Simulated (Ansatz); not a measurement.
# Ru under a change: 1 layer

Base system: Ru in the hcp (Mg type) structure (space group P6_3/mmc, No. 194; a = 2.692 Å, c = 4.246 Å). Axes: x lies along a and z along c of the hexagonal cell.

The change: a free-standing slab of 1 layer (1 atom, 1 a layer) is cut normal to the z axis, with 15 Å of vacuum and the in-plane cell held at bulk; forces were under the threshold from the start, so the atoms kept their bulk positions.

Computed with PBEsol in Ansatz (plane waves to 420 eV, PAW, without spin-orbit coupling), earlier PAW set. Γ-centred 20×20×1 mesh, Fermi–Dirac width 0.05 eV, for the changed cell.

The band gap is still zero.

Final structure:

```xyz
1
Lattice="2.6920 0.0000 0.0000 1.3460 2.3313 0.0000 0.0000 0.0000 15.0000" Properties=species:S:1:pos:R:3 pbc="T T T"
Ru     2.6920     1.5542     7.5000
```

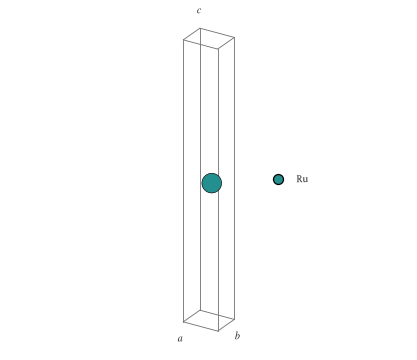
Fig. 1. The relaxed cell after the change

Cost of the whole job for the changed cell (relaxation, final SCF and bands): around 11 core-seconds (rough).

Whether these cells are dynamically stable was not tested. The final runs are not spin-polarised.

Ansatz is a quantum-chemistry and plane-wave program.
